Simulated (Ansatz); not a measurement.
Potential energy curve for GaH, singlet.

RKS-PBE = Ansatz (a first-principles code) with restricted PBE/aug-cc-pVDZ; RKS-PBE0 = restricted PBE0/aug-cc-pVDZ run with Ansatz; RKS-CAM-B3LYP = Ansatz with restricted CAM-B3LYP/aug-cc-pVDZ; UKS-PBE = Ansatz with unrestricted PBE/aug-cc-pVDZ; UKS-CAM-B3LYP = Ansatz with unrestricted CAM-B3LYP/aug-cc-pVDZ; UKS-PBE0 = unrestricted PBE0/aug-cc-pVDZ (Ansatz); UCCSD(T) = Ansatz with CCSD(T) on UHF/aug-cc-pVDZ, cores with 3d frozen; UCCSDT(Q) = CCSDT(Q) on UHF/aug-cc-pVDZ, cores with 3d frozen run with Ansatz; FCI = full CI/aug-cc-pVDZ, cores with 3d frozen run with Ansatz.

Cost and accuracy over the 23 points of the scan, with FCI as yardstick. Costs are rough ratios of core time within Ansatz on shared cores, each with its mean field (Kohn-Sham runs search longer for lower solutions than correlated ones do); the miss is the largest error against full CI of the curve after the mean shift, in mEh.

Q: Which of them comes closest to FCI within 3 times the cost of the cheapest?

A: RKS-PBE, 24.0 mEh off at most.

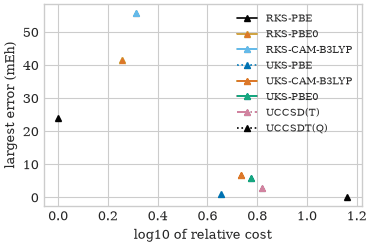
Miss against cost, one point a level.

```tsv
level	relative cost	largest error
RKS-PBE	1	24.0
RKS-PBE0	2	41.7
RKS-CAM-B3LYP	2	55.7
UKS-PBE	5	1.2
UKS-CAM-B3LYP	5	6.8
UKS-PBE0	6	5.9
UCCSD(T)	7	2.8
UCCSDT(Q)	10	0.2
```

Costs within a factor of two of each other count as equal.

The restricted form behind RKS-PBE, RKS-PBE0, RKS-CAM-B3LYP keeps the bonding electrons paired and can't separate into open-shell fragments. The unrestricted determinant behind UKS-PBE is spin-contaminated at 3.33 to 6.65 Å (<S²> up to 1.0, against 0.00 for a pure singlet). The unrestricted determinant behind UKS-CAM-B3LYP is spin-contaminated at 2.78 to 6.65 Å (<S²> up to 1.0, against 0.00 for a pure singlet). The unrestricted determinant behind UKS-PBE0 is spin-contaminated at 3.00 to 6.65 Å (<S²> up to 1.0, against 0.00 for a pure singlet). The unrestricted determinant behind UCCSD(T), UCCSDT(Q) is spin-contaminated at 1.24 to 1.50, 2.51 to 6.65 Å (<S²> up to 1.0, against 0.00 for a pure singlet).
